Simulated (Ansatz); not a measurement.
Cost and result by functional for the surface energy, mean of two unlike faces, of the (0001) surface of hexagonal WC in its 1x1 cell (cut with top plane W, bottom plane C), outermost plane spacing 1.42 Å in the ideal cut, in Ansatz (plane waves, PAW). Single points on the PBE structure, on one kind of machine; costs are rough ratios of the slab run's core time (references not counted) to the cheapest single point. r2SCAN's cost holds its higher cutoff (500 against 420 eV). Differences are taken against r2SCAN for comparison alone: no measured value is at hand, so the table doesn't rank accuracy.

Model: 8-atom slab, C4W4, 10.0 Å thick at the start (thin: gaps and levels are the slab's own), 15x15x1 mesh, Fermi-Dirac 0.1 eV, dipole correction, all atoms relaxed; start symmetry kept, larger cells not searched; no spin, no spin-orbit, no U. These notes are the PBE run's.

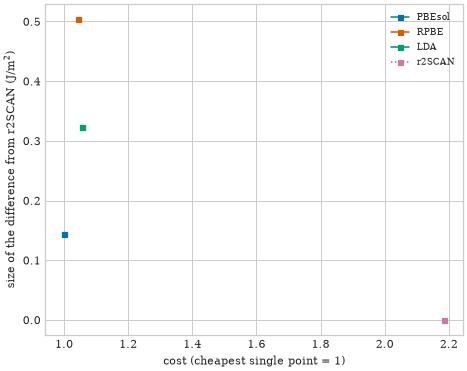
Difference from r2SCAN against cost

| functional | relative cost | surface energy, mean of two unlike faces, (J/m²) | less r2SCAN (J/m²) |
|---|---|---|---|
| PBEsol | 1 | 5.08 | 0.14 |
| RPBE | 1 | 4.44 | -0.50 |
| LDA | 1 | 5.27 | 0.32 |
| r2SCAN | 2 | 4.94 | 0.00 |
| PBE (the relaxed run's value) | – | 4.68 | -0.26 |

The values span 0.83 J/m², while the single points' costs differ by a factor of roughly 2. Differences are of unrounded values.

Ansatz is an electronic-structure program.
